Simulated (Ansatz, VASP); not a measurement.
**Cross-check of Ge (Germanium) between VASP and Ansatz**

One calculation is typed for both programs; each brings its own data sets and cutoff. How far apart do they land? The cell comes out of the VASP series on this material, whose earlier steps may have relaxed, scaled or displaced it; both programs get it as it stands.

Main program and level: Ansatz 0.2.0; plane waves, with VASP 6.6.1 beside it; relaxation of cell and atoms at LDA and relaxation of cell and atoms at r2SCAN with rVV10.

## Step 1: Starting point

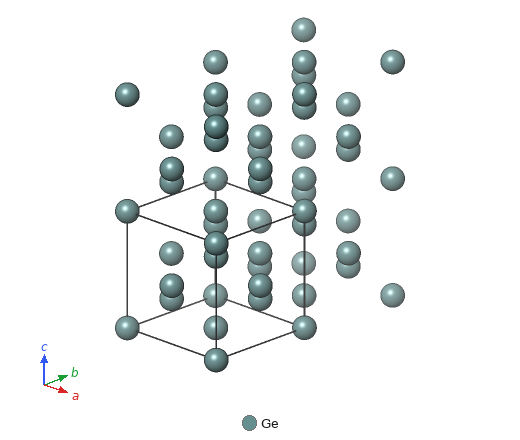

Start, viewed from a free direction; germanium teal. 1×2×2 cells are drawn. This picture shows the conventional cell, with its axes. Some periodic images of atoms are drawn too.

## Step 2: VASP: relaxation of cell and atoms, LDA

The relaxed volume is the usual yardstick between codes: its relative difference is about their pressure difference at one cell divided by the bulk modulus.

Lines of VASP's logs that name or quote its potential files are left out, and so is its time.

INCAR

```
SYSTEM = Ge
PREC = Accurate
ENCUT = 450
EDIFF = 1E-06
NELM = 100
ISMEAR = 1
SIGMA = 0.15
LREAL = .FALSE.
ALGO = Normal
GGA = CA
NBANDS = 20
LORBIT = 11
LWAVE = .FALSE.
LCHARG = .FALSE.
KPAR = 2
IBRION = 2
NSW = 50
ISIF = 3
EDIFFG = -0.004
```

POSCAR

```
Ge
1.0
    0.0000000000      2.8102493298      2.8102493298
    2.8102493298      0.0000000000      2.8102493298
    2.8102493298      2.8102493298      0.0000000000
Ge
2
Direct
    0.7500000000      0.7500000000      0.7500000000
    0.5000000000      0.5000000000      0.5000000000
```

KPOINTS

```
Automatic mesh
0
Gamma
14 14 14
0 0 0
```

Potentials, in the order of the species: Ge_d (LDA family, release 64).

Launch:

```
$ mpirun -np 2 vasp_std
```

Numbers of over 12 decimals in the logs are rounded to 6 here.

The program printed:

```text
[banner, memory and clock lines left out]
running    2 mpi-ranks, on    1 nodes
 distrk:  each k-point on    1 cores,    2 groups
 distr:  one band on    1 cores,    1 groups

 POSCAR found type information on POSCAR Ge
 POSCAR found :  1 types and       2 ions
 LDA part: xc-table for (Slater(with rela. corr.)+CA(PZ))
 , standard interpolation
 POSCAR, INCAR and KPOINTS ok, starting setup
 FFT: planning ... GRIDC
 FFT: planning ... GRID_SOFT
 FFT: planning ... GRID
 WAVECAR not read
 entering main loop
       N       E                     dE             d eps       ncg     rms          rms(c)
DAV:   1     0.176726997345E+03    0.17673E+03   -0.13985E+04  4464   0.352E+03
DAV:   2     0.138790118399E+02   -0.16285E+03   -0.15871E+03  4172   0.557E+02
DAV:   3    -0.981994581971E+01   -0.23699E+02   -0.23552E+02  4728   0.140E+02
DAV:   4    -0.105616349427E+02   -0.74169E+00   -0.74131E+00  4604   0.292E+01
DAV:   5    -0.105735335018E+02   -0.11899E-01   -0.11898E-01  4712   0.401E+00    0.337E+00
DAV:   6    -0.104514107710E+02    0.12212E+00   -0.39286E-02  4576   0.169E+00    0.193E+00
DAV:   7    -0.103902832429E+02    0.61128E-01   -0.79362E-02  4404   0.210E+00    0.140E-01
DAV:   8    -0.103909729250E+02   -0.68968E-03   -0.56291E-03  4680   0.848E-01    0.471E-02
DAV:   9    -0.103910128521E+02   -0.39927E-04   -0.86581E-05  4768   0.951E-02    0.132E-02
DAV:  10    -0.103910093906E+02    0.34615E-05   -0.92305E-06  5616   0.447E-02    0.426E-03
DAV:  11    -0.103910093098E+02    0.80737E-07   -0.90359E-07  3176   0.824E-03
   1 F= -.10391009E+02 E0= -.10391070E+02  d E =-.103910E+02
 curvature:   0.00 expect dE= 0.000E+00 dE for cont linesearch  0.000E+00
 trial: gam= 0.00000 g(F)=  0.340E-46 g(S)=  0.205E-05 ort = 0.000E+00 (trialstep = 0.100E+01)
 search vector abs. value=  0.205E-05
 reached required accuracy - stopping structural energy minimisation
```

Parts of OUTCAR (step 2):

```text
ion  position               nearest neighbor table
   1  0.750  0.750  0.750-   2 2.43   2 2.43   2 2.43   2 2.43
   2  0.500  0.500  0.500-   1 2.43   1 2.43   1 2.43   1 2.43

  LATTYP: Found a face centered cubic cell.
 ALAT       =     5.6204986596

 Subroutine GETGRP returns: Found 48 space group operations
 (whereof 24 operations were pure point group operations)

The static configuration has the point symmetry T_d .
 The point group associated with its full space group is O_h .

 Found    104 irreducible k-points:

   k-points           NKPTS =    104   k-points in BZ     NKDIM =    104   number of bands    NBANDS=     20

   dimension x,y,z NGX =    28 NGY =   28 NGZ =   28
   dimension x,y,z NGXF=    56 NGYF=   56 NGZF=   56

   ENCUT  =  450.0 eV  33.07 Ry    5.75 a.u.   6.87  6.87  6.87*2*pi/ulx,y,z

   NELECT =      28.0000    total number of electrons

 k-points in reciprocal lattice and weights: Automatic mesh
   0.00000000  0.00000000  0.00000000       0.000
   0.07142857  0.00000000  0.00000000       0.003
   0.14285714  0.00000000  0.00000000       0.003
   0.21428571  0.00000000  0.00000000       0.003
   0.28571429  0.00000000  0.00000000       0.003
   0.35714286  0.00000000  0.00000000       0.003
   0.42857143  0.00000000  0.00000000       0.003
   0.50000000  0.00000000  0.00000000       0.001
   0.07142857  0.07142857  0.00000000       0.002
[...]
-0.28571429  0.42857143  0.21428571       0.009
  -0.28571429  0.50000000  0.21428571       0.004

 average (electrostatic) potential at core
       1 -75.2336       2 -75.2336

 E-fermi :   4.9428

 k-point     1 :       0.0000    0.0000    0.0000
  band No.  band energies     occupation
    ...
     11      -8.0377      2.00000
     12       4.9180      1.27662
     13       4.9180      1.27662
     14       4.9180      1.27662
     15       4.9559      0.85310
     16       7.4540     -0.00000
     17       7.4540     -0.00000
     18       7.4540     -0.00000
     19      11.1758      0.00000
     20      14.5229      0.00000

 k-point     2 :       0.0714    0.0000    0.0000
  band No.  band energies     occupation
    ...
     10     -19.7713      2.00000
     11      -7.9742      2.00000
     12       3.6011      2.00000
     13       4.7879      2.05649
     14       4.7879      2.05649
     15       5.8201     -0.00000
     16       7.6264     -0.00000
     17       7.6264     -0.00000
     18       7.7358     -0.00000
     19      11.5324      0.00000
    ...

 k-point     3 :       0.1429    0.0000    0.0000
  band No.  band energies     occupation
    ...
     10     -19.7640      2.00000
     11      -7.7852      2.00000
     12       2.1760      2.00000
     13       4.4921      2.00018
     14       4.4921      2.00018
     15       5.9128     -0.00000
     16       8.0188      0.00000
     17       8.0188      0.00000
     18       8.6798      0.00000
     19      12.3646      0.00000
    ...

  Total       -0.0053231     -0.0053231     -0.0053231     -0.0000000      0.0000000      0.0000000
  in kB       -0.1921366     -0.1921366     -0.1921366     -0.0000000      0.0000000      0.0000000
  external PRESSURE =      -0.1921366 kB  Pullay stress =       0.0000000 kB

  energy-cutoff  :      450.00
  volume of cell :       44.39
      direct lattice vectors                 reciprocal lattice vectors
     0.000000000  2.810249330  2.810249330    -0.177920156  0.177920156  0.177920156
     2.810249330  0.000000000  2.810249330     0.177920156 -0.177920156  0.177920156
     2.810249330  2.810249330  0.000000000     0.177920156  0.177920156 -0.177920156

 POSITION                                       TOTAL-FORCE (eV/Angst)
 -----------------------------------------------------------------------------------
      4.21537      4.21537      4.21537        -0.000000      0.000000     -0.000000
      2.81025      2.81025      2.81025         0.000000     -0.000000      0.000000
 -----------------------------------------------------------------------------------
    total drift:                                0.000000      0.000000      0.000000

  FREE ENERGIE OF THE ION-ELECTRON SYSTEM (eV)
  ---------------------------------------------------
  free  energy   TOTEN  =       -10.3910093098 eV

  energy  without entropy=      -10.3911903661  energy(sigma->0) =      -10.39106966

 reached required accuracy - stopping structural energy minimisation

 total charge
# of ion       s       p       d       tot
------------------------------------------
    1        1.139   1.284  10.026  12.450
    2        1.139   1.284  10.026  12.450
--------------------------------------------------
tot          2.278   2.569  20.052  24.899

[... 3 further parts left out ...]
```

CONTCAR:

```
Ge
   1.00000000000000
     0.0000000000000000    2.8102493298000000    2.8102493298000000
     2.8102493298000000    0.0000000000000000    2.8102493298000000
     2.8102493298000000    2.8102493298000000    0.0000000000000000
  Ge
     2
Direct
     0.7500000000000000    0.7500000000000000    0.7500000000000000
     0.5000000000000000    0.5000000000000000    0.5000000000000000
```

## Step 3: Ansatz: relaxation of cell and atoms, LDA

Ansatz runs on its default PAW (the set named soft_2) files.

The same cell, functional (in two slightly different forms), mesh and smearing now go to Ansatz, which takes its cutoff from its data sets.

input.yaml

```yaml
crystal:
  lattice:
    - [0.0, 2.8102493298, 2.8102493298]
    - [2.8102493298, 0.0, 2.8102493298]
    - [2.8102493298, 2.8102493298, 0.0]
  atoms:
    - { symbol: Ge, position: [0.75, 0.75, 0.75] }
    - { symbol: Ge, position: [0.5, 0.5, 0.5] }
hamiltonian:
  xc: lda
  pseudopotentials: { kind: paw }
kpoints:
  mp_grid: { grid: [14, 14, 14] }
scf:
  occupations: { method: methfessel_paxton, width: 0.15 }
relax:
  f_tol: 0.01
  max_steps: 60
  cell: { stress_tol: 0.05 }
output:
  forces: true
  stress: true
```

Launch:

```
$ ansatz run input.yaml --threads 4 --pin off --max-ram 9216MiB --backend cpu --events-out ev --progress --plain --runs-dir out
```

The program printed:

```text
Engine: ansatz 0.2.0, x86_64-unknown-linux-gnu
Pseudopotentials: kind: paw
Pseudopotential: Ge, paw, valence charge 14, recommended cutoff 420 eV (normal), Ge.paw.azcp
Functional definition: SPW92
  exchange = slater_x
  correlation = pw_c
Crystal: 2 atoms, lattice volume = 44.388 Å³
Basis set: ecut = 420 eV, 893 PW (Γ)
Bands: 18, of which v1, the nominal top of the filled ones, is band 14 counted from 1 (13 counted from 0)
Symmetry: 48 space group operations
Space group: Fd-3m (ITA 227), of the structure as read, at distance tolerance 3.5e-5 Å
k-points: 104 of 2744
Non-local potential: Ge, projectors of the file, l = 0: 2, l = 1: 2, l = 2: 3, l = 3: 1
PAW form: soft (Blöchl's): semilocal exchange-correlation on the pseudo side does not see the compensation charge
PAW frozen core: Ge, regenerated for the run's functional, and the local potential with it (the file was generated under x = pbe(κ = 0.804, μ = 0.219515), c = pbe(β = 0.066725))
PAW one-centre angular grid: Ge, 590 points (default); XC on 64 Gauss nodes
Initial density: superposition of atomic densities (neutral atoms: chi_scale 0, normalization atom), corrected by the library's trained network
Initial wavefunctions: pseudopotential atomic-orbital guess
Functional: x = slater, c = lda
SCF iter   1: F=—  HF=-8431.442090 eV  |F-HF|=—  |Δ(HF+E_count)|=         —  Δρ=4.92e-3  dr2=4.24e-3  ethr=1.77e-3  ⟨swp⟩=5.2  Hψ=8563  notcnv=0
preconditioner: auto → none  [insulator: Δε(μ)=0.105 eV  Ē_g=23.549 eV  σ=0.150 eV  W_gap=0.50  n_scr=14 (ndim 8)  ℏωp=29.5 eV  f_vac=0.068  D(μ)=0.05/eV (n_scr^D=0)  ε∞_Penn≈2.6]
SCF iter   2: F=—  HF=-8431.440116 eV  |F-HF|=—  |Δ(HF+E_count)|=   1.97e-3  S|Δr|=    0.00e0  Δρ=2.56e-3  dr2=1.02e-3  ethr=1.51e-5  ⟨swp⟩=1.3  Hψ=2739  notcnv=0
SCF iter   3: F=—  HF=-8431.440065 eV  |F-HF|=—  |Δ(HF+E_count)|=   5.18e-5  S|Δr|=    0.00e0  Δρ=5.96e-4  dr2=7.67e-5  ethr=3.65e-6  ⟨swp⟩=2.0  Hψ=2912  notcnv=0
SCF iter   4: F=—  HF=-8431.439958 eV  |F-HF|=—  |Δ(HF+E_count)|=   1.06e-4  S|Δr|=    0.00e0  Δρ=1.76e-4  dr2=7.53e-6  ethr=2.74e-7  ⟨swp⟩=2.0  Hψ=3179  notcnv=0
SCF iter   5: F=—  HF=-8431.439947 eV  |F-HF|=—  |Δ(HF+E_count)|=   1.12e-5  S|Δr|=    0.00e0  Δρ=3.50e-5  dr2=2.14e-7  ethr=2.69e-8  ⟨swp⟩=2.0  Hψ=3329  notcnv=0
SCF iter   6: F=-8431.439947 eV  HF=-8431.439947 eV  |F-HF|=3.91e-8  |Δ(HF+E_count)|=   2.04e-7  S|Δr|=    0.00e0  Δρ=9.36e-6  dr2=1.65e-8  ethr=3.57e-10  ⟨swp⟩=4.0  Hψ=5559  notcnv=0
SCF 1 converged in 6 iterations: F = -8431.439947 eV  dr2 = 1.65e-8
  greatest PAW one-centre occupation: 0.998 electrons in one spin orbital (limit 2), on the Ge atom at site 1 (counted from 0), in its partial waves of l = 2
relax step   1: F+E_penalty+E_count = -8431.43994681 eV  Δ(F+E_penalty+E_count) = +0.000e0 eV  max|allowed force component| = 1.850e-17 eV/Å  Δτ_max = 0.0000 Å  P = +0.053 GPa  Ω = 44.388 Å³  (6 SCF iters, dr2 threshold 1.00e-7 eV, accepted)
[...]
relax step   2: F+E_penalty+E_count = -8431.43994765 eV  Δ(F+E_penalty+E_count) = -8.435e-7 eV  max|allowed force component| = 4.626e-17 eV/Å  Δτ_max = 0.0000 Å  P = +0.011 GPa  Ω = 44.414 Å³  energy of the carried Pulay correction = -4.326e-6 eV  (4 SCF iters, dr2 threshold 6.91e-9 eV, accepted)
[...]
relax step   3: F+E_penalty+E_count = -8431.43995266 eV  Δ(F+E_penalty+E_count) = -5.008e-6 eV  max|allowed force component| = 6.476e-17 eV/Å  Δτ_max = 0.0000 Å  P = +0.011 GPa  Ω = 44.414 Å³  stress off target by 1.11e-2 GPa  SCF on the basis re-selected at this cell (its energy is not comparable with the rows above)  (6 SCF iters)
basis re-selected at this cell: Δ(F+E_penalty+E_count) = -5.008e-6 eV, ΔP = -0.000 GPa vs the last step (what re-selecting the basis moved, of the pressure what is left beyond the Pulay correction that the steps carried, after the strain that the cell walked since its last selection, with what the two solves' SCF thresholds leave and, on support functions, any second-order correction that the steps lacked; it is no m [...]
SCF converged after 6 iterations
Stability not checked: this state was not tested for a lower state beside it, because cold or Methfessel-Paxton smearing, or corrected tetrahedra, fill the levels in a way that the test cannot read (fill_not_monotonic; see scf.lower_state_search)
Free energy (F): -8431.439953 eV
Harris-Foulkes:  -8431.439953 eV  (|F-HF|=3.64e-12)
Internal energy: -8431.440095 eV  (E = F + TS)
E sigma→0 (E₀):  -8431.439988 eV
Entropy (-TS):   0.000142 eV (0.071 meV/atom)
Fermi energy:    8.530685 eV
Step filling:    the computed levels leave a gap of 0.0000 eV = 0.0 smearing widths at the electron count; against every level under it full and every level over it empty, smearing changes F+E_penalty+E_count by +0.077 meV and its σ→0 estimate by +0.041 meV
--- Per-component energies (eV) ---
  E_band       = -303.654707
  E_kinetic    = 224.581894
  E_local      = -4923.843248  (includes V_loc(G=0)·N_el)
  E_nonlocal   = 843.444047
  E_hartree    = 2158.645502
  E_xc         = -150.872293
  E_vxc        = -130.857326  (∫ρ·V_xc dr)
  E_paw        = -3882.760782  (= ΣΔE_a)
  E_vpaw       = -634.271758  (= ΣTr[D̂ρ^β])
  E_aug_tail   = 0.000602  (compensation charges beyond the density's cutoff)
  E_ewald      = -2704.452470
  E_core_change = 3.816652  (= ΣΔE_core)
  E_smearing   = 0.000142  (= −TS)
  E_closure    = -0.000000  (closes the sum)
  Σ components = -8431.439953   (vs F -8431.439953, Δ=0.00e0)
--- Forces (eV/Å), atoms counted from 1 ---
  atom   1  Ge    -0.00000000     0.00000000     0.00000000
  atom   2  Ge     0.00000000    -0.00000000    -0.00000000
  max |Σ_I F_I| component: 1.39e-17 eV/Å
--- Stress (GPa, compression-positive) ---
        0.011060       0.000000      -0.000000
        0.000000       0.011060      -0.000000
       -0.000000       0.000000       0.011060
  P = ⅓ Tr σ = 0.0111 GPa (0.111 kbar)
--- Relaxed structure (2 steps of the walk, 2 accepted, 1 SCFs on fresh bases) ---
  F+E_penalty+E_count = -8431.43995266 eV   max|allowed force component| = 6.476e-17 eV/Å   (the final SCF, on the basis selected at the relaxed cell)
  cell:  # Å, volume = 44.4138 Å³
    - [0, 2.810795, 2.810795]
    - [2.810795, 0, 2.810795]
    - [2.810795, 2.810795, 0]
  atoms:
    - { symbol: Ge, position: [0.750000, 0.750000, 0.750000] }
    - { symbol: Ge, position: [0.500000, 0.500000, 0.500000] }
```

Wall time 3.1 s (4 threads of Intel Xeon Platinum 8488C (Sapphire Rapids), shared host); peak memory 0.44 GiB; 8 s of CPU time.

## Step 4: Differences

Known differences besides the PAW data sets themselves: the two LDA forms differ slightly; both relaxations stop at a tolerance, which leaves soft axes loose, and VASP keeps its plane-wave basis; the cutoff is 420 eV in Ansatz and 450 eV in VASP; Ansatz makes its cores anew for this functional, VASP keeps those of its LDA data sets; Ansatz adds a Pulay correction to the stress that steers its cell, VASP none. Total energies have different zeros and are not compared.

The two programs side by side:

| quantity | Ansatz | VASP | difference |
| --- | --- | --- | --- |
| volume (Å³) | 44.41 | 44.39 | +0.06 % |
| edge a after relaxation, in the typed setting (Å) | 3.975 | 3.974 | +0.02 % |

The walks stopped with 0.01 GPa left in Ansatz and -0.02 GPa in VASP; each walk ends within a tolerance, so the volume difference is uncertain by about these residues over the bulk modulus, most in soft cells.

(Continued in part 2 of 2.)

[Lines on the potential files, build, host, timing and source positions are cut from VASP's logs without a mark.]

[Logs are printed without paths, hosts, clocks, repeated set-up lines and the standing remarks that a program may print on its own settings, such as how far it seeks lower states.]

[Hosts, paths, dates, database ids (printed as entryN), source tags and the programs' standing remarks are cut or masked in the printed files.]
